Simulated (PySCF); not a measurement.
# CH$_{7}$NSi: saddle-point search (part 2 of 4)

CH$_{7}$NSi, SMILES C[SiH2]N; HF/def2-SVP, RHF (PySCF 2.14.0). 

Geometry of the input (Å):
```
C  -0.0638  0.1264  -1.7516
Si 0.2013  -0.6652  -0.0767
N  1.4781  -0.0209  0.8797
H  -0.8948  -0.3548  -2.2760
H  0.8276  0.0338  -2.3774
H  -0.2988  1.1894  -1.6529
H  0.5001  -2.1093  -0.2822
H  -1.0503  -0.5171  0.7161
H  2.1652  0.5930  0.4744
H  1.3362  0.1867  1.8544
```

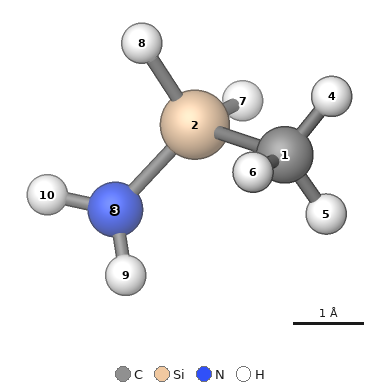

**Figure 1.** The input geometry (ball-and-stick view, seen at a tilt; atoms are numbered from 1 in the order of the input).

Log, continued:
```
----------------------------------------------
cycle 6: E = -385.193765719  dE = -0.000341357  norm(grad) = 0.00382556
Step    5 : Displace = 2.935e-02/6.005e-02 (rms/max) Trust = 3.000e-02 (+) Grad = 1.210e-03/2.703e-03 (rms/max) E (change) = -385.1937657195 (-3.414e-04) Quality = 0.869
Hessian Eigenvalues:  -1.367e-03 -1.320e-07 -1.121e-07 -6.500e-08 -4.132e-08 -4.558e-09  5.166e-08
 1.451e-03  1.708e-03  3.320e-02  3.518e-02  4.491e-02    .....    3.712e-01  5.090e-01  5.135e-01

Geometry optimization cycle 7
Cartesian coordinates (Angstrom)
 Atom        New coordinates             dX        dY        dZ
   C  -0.035687   0.132237  -1.728387   -0.001146  0.000147 -0.001945
  Si   0.155305  -0.686439  -0.044548   -0.009527  0.010681  0.002947
   N   1.406337   0.101399   0.835792   -0.028651  0.039087 -0.000683
   H  -0.817559  -0.359734  -2.311929    0.016792 -0.016330 -0.012598
   H   0.892862   0.066573  -2.302129    0.008963  0.016412  0.012003
   H  -0.297312   1.187814  -1.626655   -0.022227 -0.004349 -0.007932
   H   0.402795  -2.138123  -0.266662    0.002133  0.009311  0.017097
   H  -1.101814  -0.597197   0.742556   -0.013988  0.004504 -0.004369
   H   2.138154   0.603555   0.377589    0.009718 -0.020450 -0.009417
   H   1.457780   0.151843   1.832103    0.037935 -0.039010  0.004894
converged SCF energy = -385.19406912488
--------------- DFRHF_Scanner gradients ---------------
         x                y                z
0 C    -0.0001173052    -0.0001622400    -0.0000832613
1 Si     0.0015677330     0.0017154386    -0.0004369338
2 N     0.0013521568    -0.0018509291     0.0018657140
3 H     0.0000059903     0.0000006987    -0.0000710934
4 H     0.0000079318    -0.0000071259     0.0000392997
5 H     0.0000190688    -0.0000151083     0.0000509413
6 H    -0.0001611774    -0.0000507746    -0.0000176031
7 H     0.0002030016     0.0000630701     0.0001739071
8 H    -0.0020900129    -0.0001699377    -0.0015569343
9 H    -0.0007873869     0.0004769083     0.0000359638
----------------------------------------------
cycle 7: E = -385.194069125  dE = -0.000303405  norm(grad) = 0.00470719
Step    6 : Displace = 2.923e-02/5.511e-02 (rms/max) Trust = 3.000e-02 (=) Grad = 1.489e-03/2.956e-03 (rms/max) E (change) = -385.1940691249 (-3.034e-04) Quality = 0.797
Hessian Eigenvalues:  -1.338e-03 -1.320e-07 -1.010e-07 -6.479e-08 -4.109e-08 -4.512e-09  5.203e-08
 1.115e-03  1.491e-03  3.320e-02  3.518e-02  4.491e-02    .....    3.712e-01  5.089e-01  5.135e-01

Geometry optimization cycle 8
Cartesian coordinates (Angstrom)
 Atom        New coordinates             dX        dY        dZ
   C  -0.036366   0.131370  -1.731483   -0.000679 -0.000867 -0.003096
  Si   0.146738  -0.673791  -0.040878   -0.008567  0.012647  0.003670
   N   1.383285   0.140278   0.837307   -0.023053  0.038879  0.001515
   H  -0.805107  -0.375011  -2.320025    0.012452 -0.015277 -0.008096
   H   0.899152   0.075339  -2.294728    0.006290  0.008766  0.007401
   H  -0.313650   1.183636  -1.638556   -0.016338 -0.004178 -0.011901
   H   0.404714  -2.126956  -0.247090    0.001919  0.011167  0.019572
   H  -1.116343  -0.588171   0.736387   -0.014530  0.009026 -0.006169
   H   2.140744   0.601861   0.377751    0.002591 -0.001695  0.000162
   H   1.497696   0.093383   1.829044    0.039916 -0.058460 -0.003059
converged SCF energy = -385.194378830555
--------------- DFRHF_Scanner gradients ---------------
         x                y                z
0 C    -0.0000710719    -0.0001572152    -0.0001180582
1 Si     0.0013197064     0.0015085154    -0.0003886542
2 N     0.0015876054    -0.0017426082     0.0013072171
3 H     0.0000369837    -0.0000458688    -0.0000682587
4 H     0.0000089098     0.0000290897     0.0000372764
5 H     0.0000060250    -0.0000429384     0.0000619333
6 H    -0.0002655270    -0.0000976617     0.0000102448
7 H     0.0001777887     0.0000915490     0.0001809114
8 H    -0.0020073245     0.0000926428    -0.0012838640
9 H    -0.0007930956     0.0003644953     0.0002612522
----------------------------------------------
cycle 8: E = -385.194378831  dE = -0.000309706  norm(grad) = 0.00426185
Step    7 : Displace = 3.036e-02/7.082e-02 (rms/max) Trust = 3.000e-02 (=) Grad = 1.348e-03/2.696e-03 (rms/max) E (change) = -385.1943788306 (-3.097e-04) Quality = 0.841
Hessian Eigenvalues:  -1.226e-03 -1.319e-07 -9.709e-08 -6.478e-08 -3.767e-08 -4.292e-09  5.253e-08
 1.154e-03  1.593e-03  3.320e-02  3.518e-02  4.491e-02    .....    3.712e-01  5.089e-01  5.134e-01

Geometry optimization cycle 9
Cartesian coordinates (Angstrom)
 Atom        New coordinates             dX        dY        dZ
   C  -0.033515   0.128258  -1.732233    0.002851 -0.003112 -0.000750
  Si   0.138599  -0.670765  -0.037903   -0.008139  0.003027  0.002975
   N   1.380028   0.150136   0.832759   -0.003257  0.009858 -0.004548
   H  -0.804862  -0.374691  -2.320155    0.000245  0.000319 -0.000130
   H   0.902921   0.063675  -2.292816    0.003769 -0.011663  0.001913
   H  -0.304493   1.182637  -1.644230    0.009157 -0.000999 -0.005674
   H   0.396609  -2.125820  -0.229311   -0.008105  0.001136  0.017780
   H  -1.131180  -0.580137   0.728302   -0.014837  0.008034 -0.008084
   H   2.119279   0.657115   0.390001   -0.021465  0.055254  0.012250
   H   1.537478   0.031522   1.813311    0.039782 -0.061861 -0.015734
converged SCF energy = -385.194405537957
--------------- DFRHF_Scanner gradients ---------------
         x                y                z
0 C     0.0002678001    -0.0000186892     0.0000071471
1 Si    -0.0006644872    -0.0000346654     0.0003234670
2 N     0.0014327765    -0.0009370380    -0.0009502054
3 H     0.0000619608    -0.0000958431     0.0000387403
4 H     0.0000029955     0.0000695699    -0.0000489850
5 H     0.0000061156    -0.0000416008     0.0000446980
6 H    -0.0002854250    -0.0001188985    -0.0000983152
7 H    -0.0000656742     0.0000430249     0.0000394617
8 H    -0.0003625773     0.0009805363     0.0003537830
9 H    -0.0003934847     0.0001536039     0.0002902086
----------------------------------------------
cycle 9: E = -385.194405538  dE = -2.67074e-05  norm(grad) = 0.00246425
Step    8 : Displace = 3.247e-02/7.369e-02 (rms/max) Trust = 3.000e-02 (=) Grad = 7.793e-04/1.958e-03 (rms/max) E (change) = -385.1944055380 (-2.671e-05) Quality = 0.338
Hessian Eigenvalues:  -6.438e-04 -1.316e-07 -8.745e-08 -6.478e-08 -1.729e-08 -6.502e-10  5.647e-08
 1.149e-03  2.009e-03  3.320e-02  3.518e-02  4.491e-02    .....    3.712e-01  5.089e-01  5.134e-01

Geometry optimization cycle 10
Cartesian coordinates (Angstrom)
 Atom        New coordinates             dX        dY        dZ
   C  -0.035836   0.128938  -1.733192   -0.002320  0.000680 -0.000959
  Si   0.141956  -0.671498  -0.039848    0.003357 -0.000733 -0.001945
   N   1.384747   0.142909   0.833624    0.004719 -0.007227  0.000865
   H  -0.801895  -0.379842  -2.323086    0.002967 -0.005151 -0.002931
   H   0.901774   0.073584  -2.292897   -0.001147  0.009909 -0.000081
   H  -0.316106   1.180803  -1.643928   -0.011613 -0.001834  0.000302
   H   0.399359  -2.126011  -0.234475    0.002750 -0.000191 -0.005164
   H  -1.125014  -0.578915   0.730370    0.006166  0.001222  0.002067
   H   2.134810   0.632960   0.390060    0.015531 -0.024154  0.000059
   H   1.517069   0.059024   1.821095   -0.020409  0.027502  0.007785
converged SCF energy = -385.194403318955
--------------- DFRHF_Scanner gradients ---------------
         x                y                z
0 C     0.0000531637    -0.0000679683    -0.0000389453
1 Si    -0.0003819891     0.0003641000     0.0000556006
2 N     0.0013526210    -0.0016197915    -0.0002158781
3 H     0.0000496682    -0.0000456368    -0.0000301602
4 H     0.0000195642     0.0000523870     0.0000045112
5 H    -0.0000480762    -0.0000208757     0.0000160634
6 H    -0.0001041283    -0.0000235398     0.0000565123
7 H    -0.0000114964     0.0000983295    -0.0000212412
8 H    -0.0005360258     0.0008909578     0.0000272560
9 H    -0.0003933014     0.0003720379     0.0001462813
----------------------------------------------
cycle 10: E = -385.194403319  dE = 2.219e-06  norm(grad) = 0.00249465
Step    9 : Displace = 1.580e-02/3.296e-02 (rms/max) Trust = 1.500e-02 (-) Grad = 7.889e-04/2.121e-03 (rms/max) E (change) = -385.1944033190 (+2.219e-06) Quality = -0.866
Rejecting step - quality is lower than 0.0
Hessian Eigenvalues:  -6.438e-04 -1.316e-07 -8.745e-08 -6.478e-08 -1.729e-08 -6.502e-10  5.647e-08
 1.149e-03  2.009e-03  3.320e-02  3.518e-02  4.491e-02    .....    3.712e-01  5.089e-01  5.134e-01

Geometry optimization cycle 11
Cartesian coordinates (Angstrom)
 Atom        New coordinates             dX        dY        dZ
   C  -0.034746   0.128840  -1.732694    0.001090 -0.000098  0.000497
  Si   0.140329  -0.670968  -0.038815   -0.001627  0.000529  0.001033
   N   1.382232   0.145498   0.834191   -0.002515  0.002589  0.000567
   H  -0.803392  -0.377088  -2.321647   -0.001497  0.002755  0.001439
   H   0.902332   0.069026  -2.292762    0.000559 -0.004559  0.000135
   H  -0.310692   1.181931  -1.644218    0.005414  0.001128 -0.000290
   H   0.399208  -2.125565  -0.230963   -0.000151  0.000446  0.003511
   H  -1.128864  -0.579346   0.727968   -0.003850 -0.000431 -0.002402
   H   2.125710   0.643733   0.388500   -0.009101  0.010772 -0.001559
   H   1.528747   0.045880   1.818166    0.011679 -0.013144 -0.002929
converged SCF energy = -385.19440739635
--------------- DFRHF_Scanner gradients ---------------
         x                y                z
0 C     0.0000638786    -0.0000723694    -0.0000452348
1 Si    -0.0003486479     0.0003437108     0.0000413122
2 N     0.0012426678    -0.0015715651    -0.0001481242
3 H     0.0000429620    -0.0000405999    -0.0000225151
4 H     0.0000162333     0.0000473120     0.0000108883
5 H    -0.0000390229    -0.0000151088     0.0000108616
6 H    -0.0001144205    -0.0000275980     0.0000599292
7 H    -0.0000218911     0.0000911654    -0.0000192577
8 H    -0.0004985457     0.0008934141     0.0000253985
9 H    -0.0003432136     0.0003516389     0.0000867421
----------------------------------------------
cycle 11: E = -385.194407396  dE = -4.07739e-06  norm(grad) = 0.00237069
Step   10 : Displace = 8.073e-03/1.643e-02 (rms/max) Trust = 7.500e-03 (x) Grad = 7.497e-04/2.009e-03 (rms/max) E (change) = -385.1944073964 (-1.858e-06) Quality = 0.960
Hessian Eigenvalues:  -4.323e-04 -1.325e-07 -6.938e-08 -5.053e-08 -2.870e-08 -4.645e-09  5.462e-08
 1.248e-03  2.104e-03  3.320e-02  3.518e-02  4.492e-02    .....    3.712e-01  5.089e-01  5.134e-01

Geometry optimization cycle 12
Cartesian coordinates (Angstrom)
 Atom        New coordinates             dX        dY        dZ
   C  -0.035828   0.129106  -1.733042   -0.001083  0.000265 -0.000347
  Si   0.142527  -0.672156  -0.040151    0.002197 -0.001188 -0.001336
   N   1.385939   0.140827   0.833089    0.003708 -0.004671 -0.001102
   H  -0.801279  -0.380033  -2.323417    0.002113 -0.002946 -0.001770
   H   0.901943   0.074935  -2.292594   -0.000390  0.005909  0.000168
   H  -0.317030   1.180678  -1.643261   -0.006338 -0.001253  0.000957
   H   0.398718  -2.126811  -0.235186   -0.000490 -0.001246 -0.004223
   H  -1.123852  -0.578761   0.730931    0.005012  0.000585  0.002963
   H   2.136721   0.629443   0.389489    0.011011 -0.014290  0.000989
   H   1.513007   0.064731   1.821865   -0.015740  0.018851  0.003699
converged SCF energy = -385.194394434699
--------------- DFRHF_Scanner gradients ---------------
         x                y                z
0 C     0.0000499553    -0.0000294491    -0.0000076733
1 Si    -0.0002440398     0.0004263334     0.0000691577
2 N     0.0013643056    -0.0016558724    -0.0003132164
3 H     0.0000494970    -0.0000450498    -0.0000229618
4 H     0.0000171446     0.0000517989     0.0000177562
5 H    -0.0000540462    -0.0000163310     0.0000000867
6 H    -0.0001028519    -0.0000312279     0.0000898775
7 H    -0.0000039503     0.0000969641    -0.0000324763
8 H    -0.0006609422     0.0008109101     0.0000280762
9 H    -0.0004150722     0.0003919237     0.0001713734
----------------------------------------------
cycle 12: E = -385.194394435  dE = 1.29617e-05  norm(grad) = 0.00253829
Step   11 : Displace = 1.062e-02/2.338e-02 (rms/max) Trust = 1.061e-02 (+) Grad = 8.027e-04/2.168e-03 (rms/max) E (change) = -385.1943944347 (+1.296e-05) Quality = 0.938
Hessian Eigenvalues:  -1.094e-06 -1.278e-07 -6.420e-08 -4.570e-08 -6.181e-09  4.661e-08  4.395e-04
 9.701e-04  1.809e-03  3.320e-02  3.518e-02  4.492e-02    .....    3.712e-01  5.090e-01  5.134e-01

Geometry optimization cycle 13
Cartesian coordinates (Angstrom)
 Atom        New coordinates             dX        dY        dZ
   C  -0.084961   0.174317  -1.704124   -0.049133  0.045211  0.028918
  Si   0.157334  -0.675687  -0.043385    0.014807 -0.003530 -0.003234
   N   1.428462   0.116378   0.808149    0.042523 -0.024449 -0.024939
   H  -0.874183  -0.316352  -2.278657   -0.072904  0.063681  0.044760
   H   0.830115   0.135007  -2.301243   -0.071828  0.060072 -0.008649
   H  -0.359461   1.223264  -1.572894   -0.042430  0.042586  0.070368
   H   0.405984  -2.124052  -0.291485    0.007266  0.002759 -0.056299
   H  -1.077323  -0.605287   0.779013    0.046528 -0.026526  0.048082
   H   2.186813   0.560481   0.331629    0.050092 -0.068961 -0.057860
   H   1.611465  -0.010152   1.782808    0.098457 -0.074883 -0.039057
converged SCF energy = -385.194537617305
--------------- DFRHF_Scanner gradients ---------------
         x                y                z
0 C    -0.0000503059    -0.0001005925    -0.0000660088
1 Si     0.0007540316     0.0010398513    -0.0003103959
2 N     0.0011149216    -0.0019508985     0.0008023132
3 H     0.0000245642    -0.0000060544    -0.0000595386
4 H     0.0000208497     0.0000319486     0.0000735680
5 H    -0.0000696364    -0.0000055324    -0.0000113620
6 H    -0.0000924894    -0.0000353025     0.0001816917
7 H     0.0001005091     0.0001623503     0.0000159761
8 H    -0.0013693983     0.0004712942    -0.0007449285
9 H    -0.0004330463     0.0003929358     0.0001186848
----------------------------------------------
cycle 13: E = -385.194537617  dE = -0.000143183  norm(grad) = 0.00324959
Step   12 : Displace = 1.502e-02/3.555e-02 (rms/max) Trust = 1.500e-02 (+) Grad = 1.028e-03/2.386e-03 (rms/max) E (change) = -385.1945376173 (-1.432e-04) Quality = 0.957
Hessian Eigenvalues:  -5.727e-04 -1.263e-07 -6.408e-08 -2.066e-08 -5.761e-09  4.690e-08  5.011e-04
 1.305e-03  1.796e-03  3.320e-02  3.518e-02  4.492e-02    .....    3.712e-01  5.090e-01  5.135e-01

Geometry optimization cycle 14
Cartesian coordinates (Angstrom)
 Atom        New coordinates             dX        dY        dZ
   C  -0.051531   0.142474  -1.728645    0.033430 -0.031843 -0.024521
  Si   0.146565  -0.660931  -0.039337   -0.010769  0.014755  0.004048
   N   1.370297   0.177313   0.838515   -0.058165  0.060935  0.030365
   H  -0.812555  -0.375387  -2.317220    0.061628 -0.059035 -0.038564
   H   0.884113   0.103301  -2.293087    0.053998 -0.031706  0.008155
   H  -0.346041   1.189779  -1.633289    0.013420 -0.033485 -0.060396
   H   0.424194  -2.111526  -0.243393    0.018210  0.012527  0.048092
   H  -1.113465  -0.587220   0.742182   -0.036142  0.018066 -0.036831
   H   2.173105   0.539998   0.365512   -0.013707 -0.020483  0.033883
   H   1.532102   0.048229   1.817022   -0.079363  0.058381  0.034214
converged SCF energy = -385.194681448407
--------------- DFRHF_Scanner gradients ---------------
         x                y                z
0 C    -0.0001437604    -0.0001470537    -0.0001023342
1 Si     0.0018264806     0.0013778774    -0.0005944130
2 N     0.0009202043    -0.0015794317     0.0017364507
3 H     0.0000331711    -0.0000025341    -0.0000997661
4 H     0.0000216924     0.0000236564     0.0000903449
5 H    -0.0000682510    -0.0000129895    -0.0000028513
6 H    -0.0002245841    -0.0000839931     0.0001777432
7 H     0.0002626083     0.0002389249     0.0001058139
8 H    -0.0020901537    -0.0000716764    -0.0015077668
9 H    -0.0005374075     0.0002572197     0.0001967786
----------------------------------------------
cycle 14: E = -385.194681448  dE = -0.000143831  norm(grad) = 0.004392
Step   13 : Displace = 2.098e-02/5.105e-02 (rms/max) Trust = 2.121e-02 (+) Grad = 1.389e-03/2.578e-03 (rms/max) E (change) = -385.1946814484 (-1.438e-04) Quality = 0.946
Hessian Eigenvalues:  -6.472e-04 -1.261e-07 -6.423e-08 -2.280e-08 -5.743e-09  4.640e-08  2.608e-04
 1.731e-03  2.296e-03  3.320e-02  3.518e-02  4.492e-02    .....    3.712e-01  5.090e-01  5.135e-01
```
